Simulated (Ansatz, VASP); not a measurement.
# Cross-check of SnO2 (Cassiterite) between VASP and Ansatz, part 2 of 3

One calculation is typed for both programs; each brings its own data sets. How far apart do they land? The cell is taken from a series of VASP runs on this material, whose earlier steps may have relaxed, scaled or displaced it; both programs get it as it stands. Valence electrons are named where the data sets of a main pair hold unlike numbers.

VASP 6.6.1 and Ansatz 0.2.0.

So far. Step 3 (VASP: band structure, PBE): The run ends at a pressure of 10.72 GPa, with forces up to 0.10 eV/Å.

**4. Comparison**

Known differences besides the potentials themselves: the cutoff is 420 eV in Ansatz and 460 eV in VASP. Total energies have different zeros and are not compared.

Both answers:

```
                                        quantity  Ansatz   VASP  difference
                                  pressure (GPa)   10.81  10.72       +0.09
pressure without Ansatz's Pulay correction (GPa)    9.96  10.72       -0.75
                   gap over the path points (eV)   1.257  1.248      +0.008
```

Forces (eV/Å; atoms numbered as in POSCAR):

```
atom         Ansatz x, y, z           VASP x, y, z
 Sn1    0.000, 0.000, 0.000    0.000, 0.000, 0.000
 Sn2    0.000, 0.000, 0.000    0.000, 0.000, 0.000
  O3   -0.061, 0.061, 0.000   -0.073, 0.073, 0.000
  O4    0.061, 0.061, 0.000    0.073, 0.073, 0.000
  O5   0.061, -0.061, 0.000   0.073, -0.073, 0.000
  O6  -0.061, -0.061, 0.000  -0.073, -0.073, 0.000
```

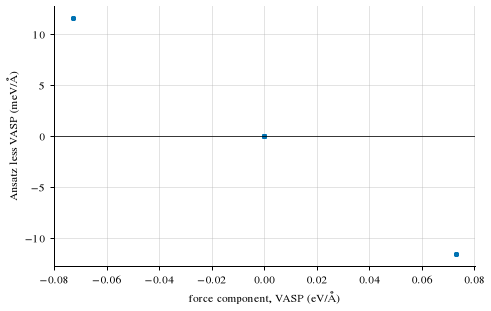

Difference of the force components against their size.

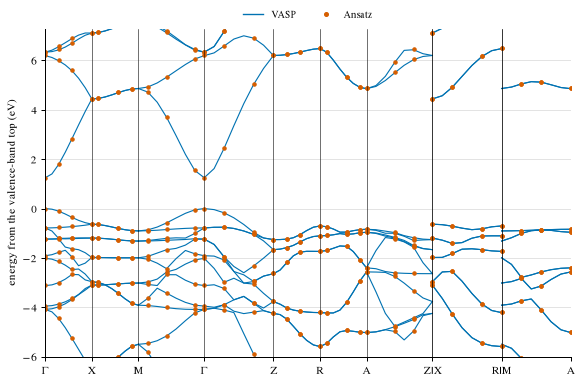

Bands from VASP (lines) and levels from Ansatz (dots). Dots without a line are higher empty bands that the VASP plot leaves out.

Levels at points of the path, from each program's valence-band top (eV; 4 filled, then empty):

```
k (reciprocal lattice)                                  Ansatz                                    VASP
     0.000 0.000 0.000   -1.23 -0.78 -0.78 0.00 1.26 6.21 6.35   -1.24 -0.79 -0.79 0.00 1.25 6.19 6.33
     0.000 0.143 0.000  -1.21 -1.20 -0.77 -0.10 1.79 6.00 6.44  -1.22 -1.21 -0.77 -0.10 1.78 5.99 6.42
     0.000 0.286 0.000  -1.21 -1.19 -0.73 -0.35 2.83 5.59 6.71  -1.22 -1.20 -0.73 -0.36 2.82 5.58 6.69
     0.000 0.500 0.000  -1.19 -1.19 -0.63 -0.63 4.45 4.45 7.13  -1.20 -1.20 -0.63 -0.63 4.44 4.44 7.11
     0.071 0.500 0.000  -1.19 -1.19 -0.64 -0.64 4.47 4.47 7.15  -1.20 -1.20 -0.65 -0.65 4.46 4.46 7.13
     0.286 0.500 0.000  -1.26 -1.26 -0.80 -0.80 4.71 4.71 7.39  -1.27 -1.27 -0.81 -0.81 4.70 4.70 7.38
     0.429 0.500 0.000  -1.30 -1.30 -0.89 -0.89 4.85 4.85 7.53  -1.31 -1.31 -0.89 -0.89 4.84 4.84 7.52
     0.429 0.429 0.000  -1.30 -1.29 -0.90 -0.86 4.73 4.93 7.50  -1.31 -1.30 -0.90 -0.86 4.72 4.92 7.49
     0.286 0.286 0.000  -1.28 -1.20 -0.85 -0.58 3.70 5.33 7.14  -1.29 -1.21 -0.85 -0.58 3.69 5.32 7.12
     0.071 0.071 0.000  -1.21 -1.00 -0.78 -0.05 1.55 6.07 6.43  -1.22 -1.01 -0.79 -0.05 1.54 6.06 6.42
```

The forces differ by 7.7 meV/Å r.m.s., which is 15.9 % of the r.m.s. force of 0.049 eV/Å (both taken over all components). Among the levels compared at these points, filled levels agree within 9 meV and empty ones within 19 meV. Ansatz's pressure holds a Pulay correction of 0.85 GPa; VASP's holds none.

**5. Other set-ups**

Further runs change the set-up of one program: Ansatz's method, potentials or start, or VASP's data sets, cutoff or form of LDA. The table gives Ansatz less VASP for each quantity, since a change that brings one quantity closer may part another.

```csv
run,r.m.s. force difference (meV/Å),pressure (GPa),gap over the path points (eV)
as above,7.7,0.094,0.0085
Ansatz's all-electron LAPW method,8.9,0.044,0.012
```

**6. Ansatz: band structure, r2SCAN**

The same path points are solved in both programs, so levels can be compared one by one.

The cell is taken from a series of VASP runs on this material, whose earlier steps may have relaxed, scaled or displaced it; both programs get it as it stands.

Input file input.yaml:

```yaml
crystal:
  lattice:
    - [4.738, 0.0, 0.0]
    - [0.0, 4.738, 0.0]
    - [0.0, 0.0, 3.1865]
  atoms:
    - { symbol: Sn, position: [0.5, 0.5, 0.5] }
    - { symbol: Sn, position: [0.0, 0.0, 0.0] }
    - { symbol: O, position: [0.8059385347, 0.1940614653, 0.5] }
    - { symbol: O, position: [0.6940614653, 0.6940614653, 0.0] }
    - { symbol: O, position: [0.1940614653, 0.8059385347, 0.5] }
    - { symbol: O, position: [0.3059385347, 0.3059385347, 0.0] }
hamiltonian:
  xc: r2scan
  pseudopotentials: { kind: paw }
kpoints:
  mp_grid: { grid: [6, 6, 6] }
  band_path:
    path:
      - [0.0, 0.0, 0.0]
      - [0.0, 0.14286, 0.0]
      - [0.0, 0.28571, 0.0]
      - [0.0, 0.5, 0.0]
      - [0.07143, 0.5, 0.0]
      - [0.28571, 0.5, 0.0]
      - [0.42857, 0.5, 0.0]
      - [0.42857, 0.42857, 0.0]
      - [0.28571, 0.28571, 0.0]
      - [0.07143, 0.07143, 0.0]
      - [0.0, 0.0, 0.0]
      - [0.0, 0.0, 0.14286]
      - [0.0, 0.0, 0.35714]
      - [0.0, 0.0, 0.5]
      - [0.0, 0.14286, 0.5]
      - [0.0, 0.28571, 0.5]
      - [0.0, 0.5, 0.5]
      - [0.07143, 0.5, 0.5]
      - [0.28571, 0.5, 0.5]
      - [0.42857, 0.5, 0.5]
      - [0.5, 0.5, 0.5]
      - [0.28571, 0.28571, 0.5]
      - [0.14286, 0.14286, 0.5]
      - [0.0, 0.5, 0.0]
      - [0.0, 0.5, 0.14286]
      - [0.0, 0.5, 0.35714]
      - [0.0, 0.5, 0.5]
      - [0.5, 0.5, 0.14286]
      - [0.5, 0.5, 0.28571]
      - [0.5, 0.5, 0.5]
    npoints: 1
scf:
  occupations: { method: gaussian, width: 0.03 }
  n_extra_bands: 9
output:
  forces: true
  stress: true
  eigenvalues: true
```

Started as:

```console
> ansatz run input.yaml --threads 4 --pin off --max-ram 9216MiB --backend cpu --events-out ev --progress --plain --runs-dir out
```

Numbers of over 12 decimals in the logs are rounded to 6 here.

Log:

```text
[...]
Crystal: 6 atoms, lattice volume = 71.533 Å³
Basis set: ecut = 500 eV, 1835 PW (Γ), exchange–correlation on 144×144×96 points (64 copies of the dense FFT grid, shifted against one another)
Bands: 35, of which v1, the nominal top of the filled ones, is band 26 counted from 1 (25 counted from 0)
Symmetry: 16 space group operations
[...]
k-points: 40 of 216
[...]
k-point 0: bands = [... 22 lower, 7.8885, 8.3054, 8.3054, 9.0844, 11.0181, 16.0363, 16.2155, 16.2155, ... 5 higher]
  k-point 1: bands = [... 22 lower, 6.9918, 8.3251, 8.3251, 8.8479, 12.4792, 16.5687, 17.3295, 17.3295, ... 5 higher]
  k-point 2: bands = [... 22 lower, 6.6187, 8.0808, 8.0808, 8.2137, 14.6160, 16.8998, 18.7837, 19.4142, ... 5 higher]
  k-point 39: bands = [... 22 lower, 8.1214, 8.1214, 8.2193, 8.2193, 14.7486, 14.7486, 18.8081, 18.8081, ... 5 higher]
[key lines of the parts left out:]
SCF converged after 7 iterations
Free energy (F): -14352.418333 eV
Fermi energy:    10.051261 eV
P = ⅓ Tr σ = 3.0595 GPa (30.595 kbar)
```

The job ended after 3.6 s (4 threads of Intel Xeon at 2.60GHz (Ice Lake), shared host; peak memory 0.61 GiB; 13 s of CPU time).

**7. VASP: band structure, r2SCAN**

The same cell, functional, mesh and smearing now go to VASP, with its own data sets.

Input file INCAR:

```
SYSTEM = SnO2
PREC = Accurate
ENCUT = 460
EDIFF = 1E-06
NELM = 100
ISMEAR = 0
SIGMA = 0.03
LREAL = .FALSE.
ALGO = Normal
METAGGA = R2SCAN
LASPH = .TRUE.
NBANDS = 42
LORBIT = 11
LWAVE = .FALSE.
LCHARG = .FALSE.
KPAR = 8
```

Input file POSCAR:

```
SnO2
1.0
    4.7380000000      0.0000000000      0.0000000000
    0.0000000000      4.7380000000      0.0000000000
    0.0000000000      0.0000000000      3.1865000000
Sn O
2 4
Direct
    0.5000000000      0.5000000000      0.5000000000
    0.0000000000      0.0000000000      0.0000000000
    0.8059385347      0.1940614653      0.5000000000
    0.6940614653      0.6940614653      0.0000000000
    0.1940614653      0.8059385347      0.5000000000
    0.3059385347      0.3059385347      0.0000000000
```

Input file KPOINTS:

```
Automatic mesh
0
Gamma
6 6 6
0 0 0
```

Input file KPOINTS_OPT:

```
Line mode
8
Line-mode
Reciprocal
  0.00000000   0.00000000   0.00000000 GAMMA
  0.00000000   0.50000000   0.00000000 X

  0.00000000   0.50000000   0.00000000 X
  0.50000000   0.50000000   0.00000000 M

  0.50000000   0.50000000   0.00000000 M
  0.00000000   0.00000000   0.00000000 GAMMA

  0.00000000   0.00000000   0.00000000 GAMMA
  0.00000000   0.00000000   0.50000000 Z

  0.00000000   0.00000000   0.50000000 Z
  0.00000000   0.50000000   0.50000000 R

  0.00000000   0.50000000   0.50000000 R
  0.50000000   0.50000000   0.50000000 A

  0.50000000   0.50000000   0.50000000 A
  0.00000000   0.00000000   0.50000000 Z

  0.00000000   0.50000000   0.00000000 X
  0.00000000   0.50000000   0.50000000 R

  0.50000000   0.50000000   0.00000000 M
  0.50000000   0.50000000   0.50000000 A
```

The projector-augmented-wave data sets are Sn_d and O (PBE family, release 64).

Started as:

```console
> mpirun -np 8 vasp_std
```

Log:

```text
[banner, memory and clock lines left out]
running    8 mpi-ranks, on    1 nodes
[...]
[... a notice as in an earlier step ...]

|                                                                             |
|               ----> ADVICE to this user running VASP <----                  |
|                                                                             |
|     You enforced a specific xc type in the INCAR file but a different       |
|     [... a line on the potential file left out ...]
|     I HOPE YOU KNOW WHAT YOU ARE DOING!                                     |
|                                                                             |

 LDA part: xc-table for (None), standard interpolation
 POSCAR, INCAR and KPOINTS ok, starting setup
[...]
entering main loop
       N       E                     dE             d eps       ncg     rms          rms(c)
DAV:   1     0.536977983270E+03    0.53698E+03   -0.22994E+04  3976   0.183E+03
DAV:   2    -0.608007845291E+01   -0.54306E+03   -0.50179E+03  3488   0.537E+02
[...]
DAV:  15    -0.846246683150E+02   -0.49516E-06   -0.14082E-06  2610   0.706E-03
   1 F= -.84624668E+02 E0= -.84624668E+02  d E =-.389309E-15
 Start KPOINTS_OPT (optional k-point list driver)
k-point batch [1-40\72]
       N       E                     dE             ncg
DAV:   1     0.121188391827E+05   -0.25721E+05     4050
DAV:   2    -0.926862442325E+04   -0.21387E+05     3440
DAV:   3    -0.128788350701E+05   -0.36102E+04     3914
DAV:   4    -0.130431968192E+05   -0.16436E+03     3754
DAV:   5    -0.130473256123E+05   -0.41288E+01     4708
DAV:   6    -0.130474349874E+05   -0.10938E+00     3982
DAV:   7    -0.130474422577E+05   -0.72703E-02     5062
DAV:   8    -0.130474422910E+05   -0.33325E-04     3574
DAV:   9    -0.130474422916E+05   -0.54965E-06     2510
k-point batch [41-72\72]
       N       E                     dE             ncg
DAV:   1     0.239276735339E+05   -0.44098E+05     3254
DAV:   2     0.691228035219E+04   -0.17015E+05     2752
DAV:   3     0.397139462676E+04   -0.29409E+04     3104
DAV:   4     0.383342545408E+04   -0.13797E+03     3000
DAV:   5     0.382989779758E+04   -0.35277E+01     3656
DAV:   6     0.382980331731E+04   -0.94480E-01     3150
DAV:   7     0.382979662264E+04   -0.66947E-02     3972
DAV:   8     0.382979659341E+04   -0.29237E-04     2800
DAV:   9     0.382979659292E+04   -0.48981E-06     2046
```

Parts of OUTCAR (step 7):

```text
  Total        1.3446189      1.3446189      1.9891048     -0.0000000      0.0000000      0.0000000
  in kB       30.1165880     30.1165880     44.5516932     -0.0000000      0.0000000      0.0000000
  external PRESSURE =      34.9282898 kB  Pullay stress =       0.0000000 kB

 POSITION                                       TOTAL-FORCE (eV/Angst)
 -----------------------------------------------------------------------------------
      2.36900      2.36900      1.59325         0.000000      0.000000      0.000000
      0.00000      0.00000      0.00000         0.000000      0.000000      0.000000
      3.81854      0.91946      1.59325        -0.057818      0.057818     -0.000000
      3.28846      3.28846      0.00000         0.057818      0.057818     -0.000000
      0.91946      3.81854      1.59325         0.057818     -0.057818      0.000000
      1.44954      1.44954      0.00000        -0.057818     -0.057818      0.000000
 -----------------------------------------------------------------------------------
    total drift:                                0.000000      0.000000      0.000000

  FREE ENERGIE OF THE ION-ELECTRON SYSTEM (eV)
  ---------------------------------------------------
  free  energy   TOTEN  =       -84.6246683150 eV

  energy  without entropy=      -84.6246683150  energy(sigma->0) =      -84.62466832

[... 2 parts as in an earlier step ...]

[... 1 further part left out ...]
[key lines of the parts left out:]
E-fermi :   5.8693
```

The run ends at a pressure of 3.49 GPa, with forces up to 0.082 eV/Å.

**8. Side by side**

What differs besides the data sets and the points named for the pairs above, as far as they apply: VASP keeps PBE cores, Ansatz makes them for the functional; the cutoff is 500 eV in Ansatz and 460 eV in VASP. Total energies have different zeros and are not compared.

The two programs side by side:

```
                                        quantity  Ansatz   VASP  difference
                                  pressure (GPa)    3.06   3.49       -0.43
pressure without Ansatz's Pulay correction (GPa)    2.98   3.49       -0.52
                   gap over the path points (eV)   1.934  1.962      -0.029
```

Forces (eV/Å; atoms numbered as in POSCAR):

```csv
atom,"Ansatz x, y, z","VASP x, y, z"
Sn1,"0.000, 0.000, 0.000","0.000, 0.000, 0.000"
Sn2,"0.000, 0.000, 0.000","0.000, 0.000, 0.000"
O3,"-0.038, 0.038, 0.000","-0.058, 0.058, 0.000"
O4,"0.038, 0.038, 0.000","0.058, 0.058, 0.000"
O5,"0.038, -0.038, 0.000","0.058, -0.058, 0.000"
O6,"-0.038, -0.038, 0.000","-0.058, -0.058, 0.000"
```

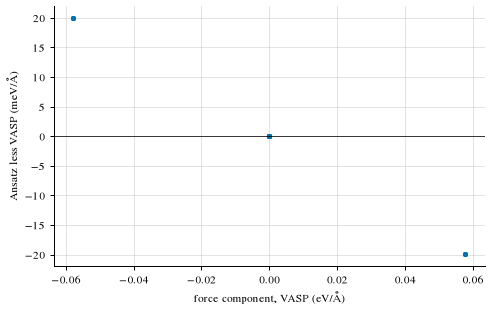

Difference of the force components against their size.

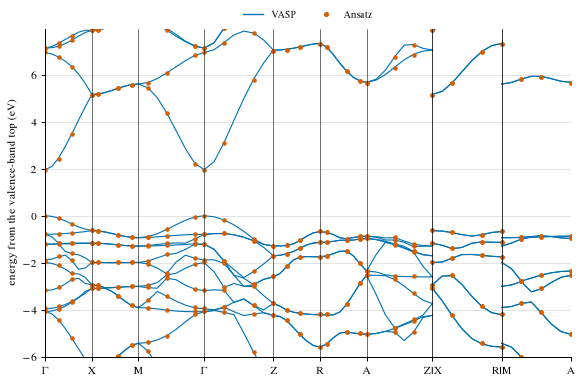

Bands from VASP (lines) and levels from Ansatz (dots). Dots without a line are higher empty bands that the VASP plot leaves out.

Levels at points of the path, from each program's valence-band top (eV; 4 filled, then empty):

| k (reciprocal lattice) | Ansatz | VASP |
| --- | --- | --- |
| 0.000 0.000 0.000 | -1.20 -0.78 -0.78 0.00 1.93 6.95 7.13 | -1.21 -0.79 -0.79 0.00 1.96 6.95 7.13 |
| 0.000 0.143 0.000 | -1.18 -1.17 -0.76 -0.10 2.43 6.75 7.21 | -1.19 -1.17 -0.78 -0.10 2.46 6.75 7.22 |
| 0.000 0.286 0.000 | -1.18 -1.15 -0.72 -0.35 3.48 6.34 7.48 | -1.19 -1.17 -0.73 -0.35 3.50 6.35 7.48 |
| 0.000 0.500 0.000 | -1.15 -1.15 -0.63 -0.63 5.14 5.14 7.89 | -1.17 -1.17 -0.63 -0.63 5.16 5.16 7.89 |
| 0.071 0.500 0.000 | -1.16 -1.16 -0.64 -0.64 5.17 5.17 7.92 | -1.17 -1.17 -0.65 -0.65 5.18 5.18 7.92 |
| 0.286 0.500 0.000 | -1.23 -1.23 -0.82 -0.82 5.42 5.42 8.17 | -1.24 -1.24 -0.82 -0.82 5.43 5.43 8.17 |
| 0.429 0.500 0.000 | -1.27 -1.27 -0.92 -0.92 5.57 5.57 8.30 | -1.29 -1.29 -0.92 -0.92 5.58 5.58 8.31 |
| 0.429 0.429 0.000 | -1.27 -1.25 -0.92 -0.89 5.44 5.66 8.28 | -1.29 -1.27 -0.93 -0.89 5.45 5.67 8.28 |
| 0.286 0.286 0.000 | -1.25 -1.16 -0.86 -0.58 4.37 6.07 7.91 | -1.26 -1.18 -0.87 -0.59 4.39 6.08 7.91 |
| 0.071 0.071 0.000 | -1.18 -0.98 -0.78 -0.05 2.20 6.83 7.21 | -1.20 -0.99 -0.80 -0.05 2.23 6.83 7.21 |

The forces differ by 13 meV/Å r.m.s., which is 34.5 % of the r.m.s. force of 0.039 eV/Å (both taken over all components). Among the levels compared at these points, filled levels agree within 17 meV and empty ones within 29 meV. Ansatz's pressure holds a Pulay correction of 0.08 GPa; VASP's holds none.

**9. What the set-up changes**

Further runs change the set-up of one program: Ansatz's method, potentials or start, or VASP's data sets, cutoff or form of LDA. The table gives Ansatz less VASP for each quantity, since a change that brings one quantity closer may part another.

```
                                        run  r.m.s. force difference (meV/Å)  pressure (GPa)  gap over the path points (eV)  pressure without Ansatz's Pulay correction (GPa)
                                   as above                               13           -0.43                         -0.029                                             -0.52
                       cores kept as stored                               13           -0.39                         -0.029                                             -0.47
          Ansatz's all-electron LAPW method                               14           -0.48                         -0.022                                                  
    Ansatz's larger PAW set (cutoff 900 eV)                               13           -0.36                         -0.028                                                  
norm-conserving potentials (cutoff 1290 eV)                               17           -0.60                         -0.056
```

**10. VASP: band structure, r2SCAN, spin-orbit coupling**

Levels along a path test the potential and the projectors away from the mesh points.

INCAR: that of step 7 with these lines changed.

```diff
@@ -11,3 +11,7 @@
 LASPH = .TRUE.
-NBANDS = 42
+LNONCOLLINEAR = .TRUE.
+MAGMOM = 0 0 0 0 0 0 0 0 0 0 0 0 0 0 0 0 0 0
+NBANDS = 64
+GGA_COMPAT = .FALSE.
+LSORBIT = .TRUE.
 LORBIT = 11
```

POSCAR is that of step 7.

KPOINTS is that of step 7.

KPOINTS_OPT is that of step 7.

Started as:

```console
> mpirun -np 8 vasp_ncl
```

Log:

```text
[banner, memory and clock lines left out]
running    8 mpi-ranks, on    1 nodes
[...]
[... a notice as in an earlier step ...]

 [... a notice as in an earlier step ...]

 LDA part: xc-table for (None), standard interpolation
 POSCAR, INCAR and KPOINTS ok, starting setup
[...]
entering main loop
       N       E                     dE             d eps       ncg     rms          rms(c)
DAV:   1     0.724117461129E+03    0.72412E+03   -0.22780E+04  5904   0.244E+03
DAV:   2     0.599574650936E+02   -0.66416E+03   -0.63086E+03  5464   0.766E+02
DAV:   3    -0.907299068440E+02   -0.15069E+03   -0.14731E+03  5496   0.275E+02
DAV:   4    -0.103064602658E+03   -0.12335E+02   -0.12207E+02  6296   0.878E+01
[...]
DAV:  16    -0.846928310371E+02   -0.22722E-05   -0.50026E-07  3400   0.797E-03    0.171E-02
DAV:  17    -0.846928298223E+02    0.12148E-05   -0.28533E-06  4680   0.138E-02    0.811E-03
DAV:  18    -0.846928296486E+02    0.17371E-06   -0.67215E-07  3192   0.658E-03
   1 F= -.84692830E+02 E0= -.84692830E+02  d E =-.525117E-14  mag=    -0.0000     0.0000    -0.0000
 Start KPOINTS_OPT (optional k-point list driver)
k-point batch [1-40\72]
       N       E                     dE             ncg
DAV:   1     0.199470837271E+05   -0.13877E+05     5984
DAV:   2    -0.674467341004E+04   -0.26692E+05     5440
DAV:   3    -0.125842537049E+05   -0.58396E+04     5600
DAV:   4    -0.130358928539E+05   -0.45164E+03     6112
[...]
DAV:   8    -0.130499122640E+05   -0.28063E-03     7752
DAV:   9    -0.130499122671E+05   -0.30474E-05     4400
DAV:  10    -0.130499122675E+05   -0.40374E-06     3912
k-point batch [41-72\72]
       N       E                     dE             ncg
DAV:   1     0.291748513424E+05   -0.36058E+05     4808
DAV:   2     0.820394923858E+04   -0.20971E+05     4320
DAV:   3     0.357525544900E+04   -0.46287E+04     4336
DAV:   4     0.321420202842E+04   -0.36105E+03     5112
[...]
DAV:   8     0.320325740275E+04   -0.25274E-03     6264
DAV:   9     0.320325740013E+04   -0.26193E-05     3576
DAV:  10     0.320325739979E+04   -0.34357E-06     3184
```

OUTCAR, selected parts (step 10):

```text
  Total        1.3148040      1.3148040      1.9547757     -0.0000000      0.0000000      0.0000000
  in kB       29.4487977     29.4487977     43.7827947     -0.0000000      0.0000000      0.0000000
  external PRESSURE =      34.2267967 kB  Pullay stress =       0.0000000 kB

 POSITION                                       TOTAL-FORCE (eV/Angst)
 -----------------------------------------------------------------------------------
      2.36900      2.36900      1.59325         0.000000     -0.000000     -0.000000
      0.00000      0.00000      0.00000         0.000000     -0.000000     -0.000000
      3.81854      0.91946      1.59325        -0.056992      0.056992     -0.000000
      3.28846      3.28846      0.00000         0.056992      0.056992     -0.000000
      0.91946      3.81854      1.59325         0.056992     -0.056992     -0.000000
      1.44954      1.44954      0.00000        -0.056992     -0.056992      0.000000
 -----------------------------------------------------------------------------------
    total drift:                                0.000000      0.000000      0.000000

  FREE ENERGIE OF THE ION-ELECTRON SYSTEM (eV)
  ---------------------------------------------------
  free  energy   TOTEN  =       -84.6928296486 eV

  energy  without entropy=      -84.6928296486  energy(sigma->0) =      -84.69282965

 magnetization (x)
# of ion       s       p       d       tot
------------------------------------------
    1        0.000   0.000   0.000   0.000
    2        0.000   0.000   0.000   0.000
    3        0.000   0.000   0.000   0.000
    4        0.000   0.000   0.000   0.000
    5        0.000   0.000   0.000   0.000
    6        0.000   0.000   0.000   0.000
--------------------------------------------------
tot          0.000   0.000   0.000   0.000

 magnetization (y)
# of ion       s       p       d       tot
------------------------------------------
    1        0.000   0.000   0.000   0.000
    2        0.000   0.000   0.000   0.000
    3        0.000   0.000   0.000   0.000
    4        0.000   0.000   0.000   0.000
    5        0.000   0.000   0.000   0.000
    6        0.000   0.000   0.000   0.000
--------------------------------------------------
tot          0.000   0.000   0.000   0.000

 magnetization (z)
# of ion       s       p       d       tot
------------------------------------------
    1       -0.000  -0.000   0.000  -0.000
    2       -0.000  -0.000   0.000  -0.000
    3        0.000   0.000   0.000   0.000
    4        0.000   0.000   0.000   0.000
    5        0.000   0.000   0.000   0.000
    6        0.000   0.000   0.000   0.000
--------------------------------------------------
tot         -0.000  -0.000   0.000  -0.000

[... 1 part as in an earlier step ...]

[... 2 further parts left out ...]
[key lines of the parts left out:]
E-fermi :   5.8593
```

The run ends at a pressure of 3.42 GPa, with forces up to 0.081 eV/Å.

(Continued in part 3 of 3.)

[Lines on the potential files, build, host, timing and source positions are cut from VASP's logs without a mark.]

[Logs are printed without paths, hosts, clocks, repeated set-up lines and the standing remarks that a program may print on its own settings, such as how far it seeks lower states.]

[Hosts, paths, dates, database ids (printed as entryN), source tags and the programs' standing remarks are cut or masked in the printed files.]
